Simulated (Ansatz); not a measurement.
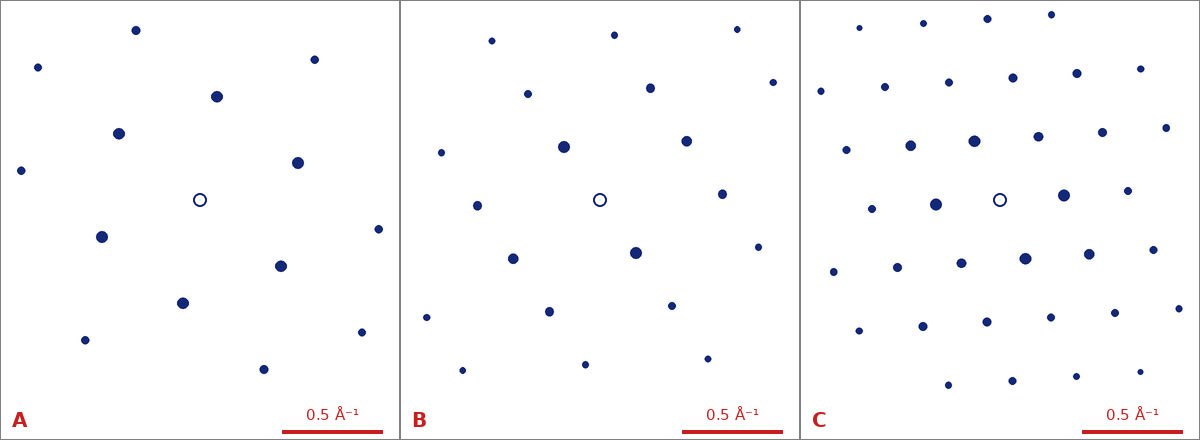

Kinematic zone-axis patterns, calculated for 200 keV electrons with B = 0.5 Å².

All three come from ErC, space group F-43m (No. 216), a = 5.405 Å. Structure: the input geometry of an electronic-structure calculation (not necessarily at equilibrium); the starting structure was generated, so it need not be a known form of this composition.

> Assign the zone axes [110], [111], [211] to A, B and C.

A is [111]: hexagonal net of -2 2 0 at d = 1.91 Å and -2 0 2 at d = 1.91 Å, at 60.0°. B is [211]: rectangular net of -1 1 1 at d = 3.12 Å and 0 -2 2 at d = 1.91 Å, at 90.0°. C is [110]: centred rectangular net of -1 1 -1 at d = 3.12 Å and -1 1 1 at d = 3.12 Å, at 70.5°.
